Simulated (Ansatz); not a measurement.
H7SbSi2

```yaml
atoms:
  - { symbol: Sb, position_ang: [2.4109, 0.1501, 0.4599] }
  - { symbol: Si, position_ang: [0.0033, -0.1240, 1.3693] }
  - { symbol: Si, position_ang: [-1.5689, -0.0021, -0.3595] }
  - { symbol: H, position_ang: [2.0668, -0.9388, -0.8230] }
  - { symbol: H, position_ang: [-1.4408, 1.3225, -1.0415] }
  - { symbol: H, position_ang: [-0.2372, 0.9527, 2.3818] }
  - { symbol: H, position_ang: [-0.0823, -1.4439, 2.0714] }
  - { symbol: H, position_ang: [-2.9718, -0.1565, 0.1380] }
  - { symbol: H, position_ang: [1.9123, 1.4853, -0.4984] }
  - { symbol: H, position_ang: [-1.2859, -1.0844, -1.3517] }
```

Geometry: PBE0-D3(BJ)/def2-SVP; core potentials replace the inner electrons of Sb.

Level of theory: isolated molecule in a Gaussian basis; Kohn-Sham density functional theory, functional PBE0 (Ansatz).

> Predict the electron density and electron localisation function between the atoms.

Si–Si (2.34 Å): the density is about 0.63 e/Å³ at the midpoint; the ELF peaks at about 1 between the atoms, as expected for a covalent bond.
Si–Sb (2.59 Å): the density is about 0.51 e/Å³ at the midpoint; the ELF peaks at about 0.95 between the atoms: a shared electron pair.
Si–H (1.50 Å): ρ is about 0.79 e/Å³ halfway; the ELF climbs to about 1 towards the hydrogen, as it does in any bond to H.

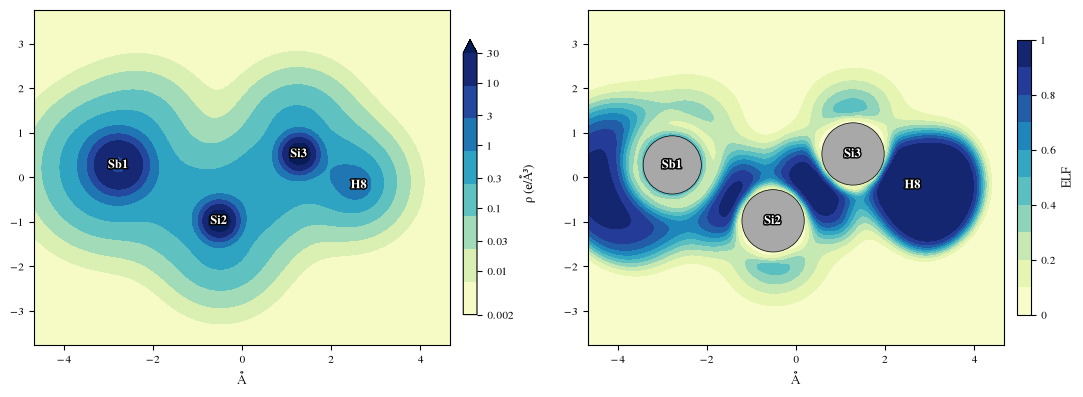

Computed electron density and electron localisation function on the plane of atoms Si2, Si3 and H8, in this order. Grey discs cover the atomic cores in the ELF map. 
